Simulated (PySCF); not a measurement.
```xyz
18

C     2.1541   -0.6816   -0.3818
C     1.2873    0.3069    0.3887
Si   -0.3894    0.6620   -0.4853
C    -1.2236    2.0374    0.5560
B    -1.5265   -0.9398   -0.6339
N    -1.3084   -2.0313    0.1824
H     2.3885   -0.2878   -1.3681
H     1.6366   -1.6299   -0.5168
H     3.0924   -0.8774    0.1372
H     1.1114   -0.0835    1.3944
H     1.8463    1.2341    0.5202
H    -0.0102    1.3191   -1.7633
H    -0.5997    2.9224    0.6335
H    -2.1659    2.3371    0.1075
H    -1.4381    1.6982    1.5662
H    -2.4278   -1.0312   -1.3859
H    -1.8644   -2.8719    0.1694
H    -0.5713   -2.0766    0.8681
```

Geometry: GFN2-xTB.

Computed with PBE0/pcSseg-1, SCF density, gas phase, non-relativistic (PySCF).

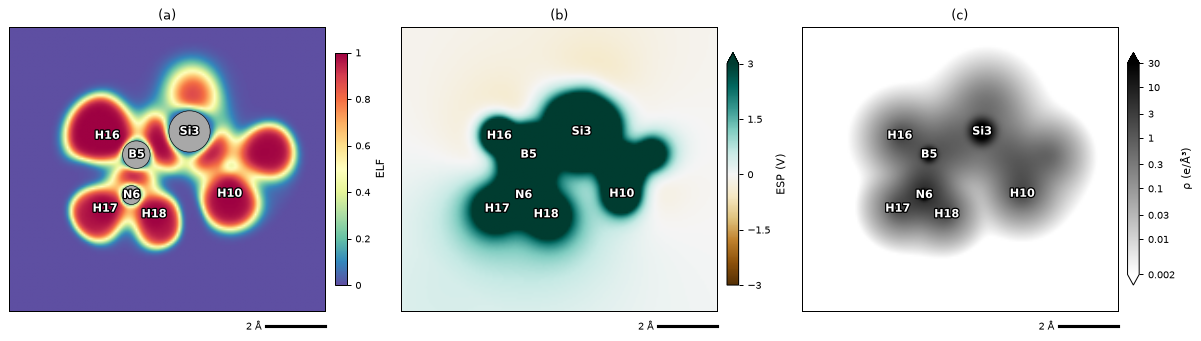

C3H12BNSi. (a) electron localisation function; (b) electrostatic potential; (c) total electron density on the plane of atoms B5, N6 and H17. Grey discs cover the atomic cores in the ELF map.

> What does the map show?

The section cuts through Si, B, N and H sites. B–N (1.38 Å): ρ is about 2 e/Å³ halfway; the ELF peaks at about 0.90 between the atoms: a short, strongly polar bond. Si–B (1.97 Å): ρ is about 0.84 e/Å³ halfway; the ELF peaks at about 1 between the atoms, as expected for a covalent bond. N–H (1.01 Å): ρ at the midpoint is about 2.9 e/Å³; the ELF climbs to about 1 towards the hydrogen, as it does in any bond to H: a covalent bond by its length. B–H (1.18 Å): ρ is about 1.3 e/Å³ halfway; the ELF climbs to about 1 towards the hydrogen: a covalent bond by its length. Outside the dense part of the molecule the potential is most negative (−0.5 V) near H12, which lies off the plane.
